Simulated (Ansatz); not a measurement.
The figure comes from a scan of ZnCu (CsCl type): one Cu atom of a 4-atom cell moves by s along Cartesian x, with its periodic images. The numbers are results of PBE (plane waves to 420 eV, PAW, scalar-relativistic; Ansatz, a first-principles code), not measurements. k mesh 7×13×13 (Γ-centred), Fermi-Dirac smearing 0.05 eV. Energies are smeared free energies. With partly filled bands, energies and forces of such displacements shift with the k mesh and the smearing. ZnCu is run without spin polarisation. ZnCu was relaxed with its symmetry unable to fall. The zero of ΔE is the undisplaced structure.

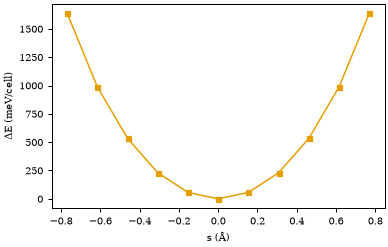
*ΔE (meV/cell) against s (Å); markers are the computed points, lines only join them.*

Task: List the plotted points as numbers.

Result: To the nearest 50:

```csv
s (Å),ΔE (meV/cell)
-0.770,1650
-0.616,1000
-0.462,550
-0.308,250
-0.154,50
0.000,0
0.154,50
0.308,250
0.462,550
0.616,1000
0.770,1650
```

(A displaced cell: forces are minus the slopes of the energy, force constants its curvatures, and phonons follow from these.)
